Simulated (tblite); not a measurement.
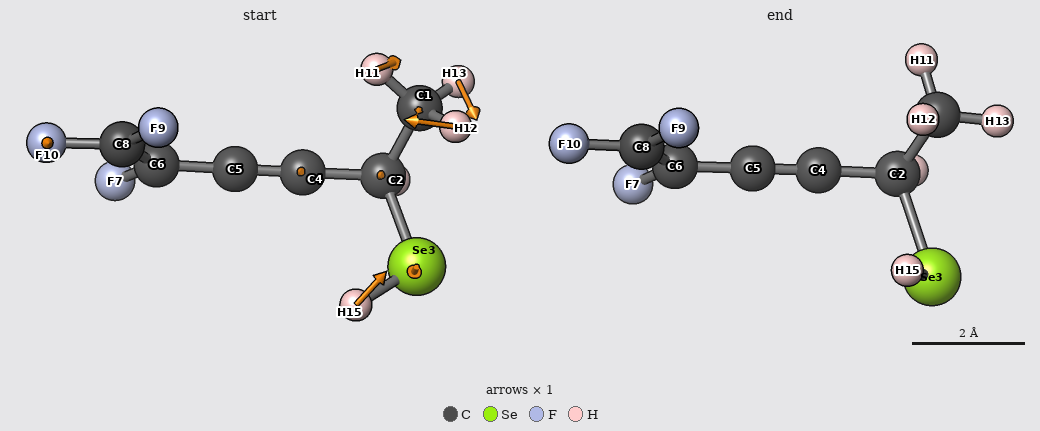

The structure of C₆H₅F₃Se before (left) and after (right) a relaxation, at one scale. The orange arrows give the displacements, at their true length.

A ball-and-stick model, seen face on.

These are results of GFN2-xTB geometry optimisation, gas phase in tblite 0.8.0, not measurements. 

> Describe what moved and what it gained.

The atom that moves furthest after the best rigid fit is an H atom (1.08 Å). By element the largest moves are H 1.08 Å, Se 0.50 Å, F 0.27 Å, C 0.18 Å. Among the contacts that change: C–Se 1.930 → 2.022 Å, H–Se 1.514 → 1.447 Å, C–H 1.144 → 1.088 Å, C–F 1.364 → 1.322 Å. Bond angles that change, for instance: C–Se–H 112.4° → 94.3°, C–C–F 115.7° → 125.9°, F–C–F 121.2° → 111.2°. Groups turn about C–C by about 55°, C–Se by about 55°. Over 114 geometry steps the energy falls by 0.711 eV. Cost: 0.96 s on 1 thread of Intel(R) Xeon(R) Platinum 8488C (shared host).
